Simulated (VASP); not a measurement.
Band structure of Au₂SrSi₂ (space group I4/mmm). Level of theory: PBEsol GGA, VASP's PBE PAW potentials (set 64) (plane waves; VASP).

Unless said otherwise, spin-orbit coupling is left out, though it shifts the bands of the heavy elements here.

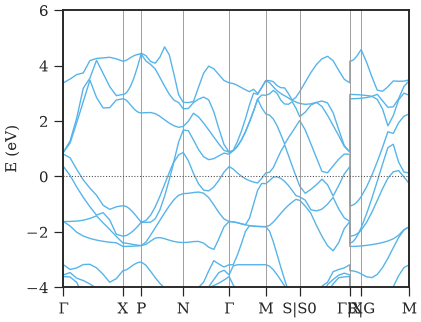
Bands along high-symmetry lines, zero at the valence-band maximum or, without a gap, the Fermi level

Task: Read the plot: is there a gap, and where are the band edges?

Result: It has no gap at this level: it comes out as a metal or semimetal. (Edges off the drawn lines would not show.)

The structure comes from a computed database's Au2SrSi2 entry (I4/mmm); how it stands against other phases isn't given here. It was relaxed first.
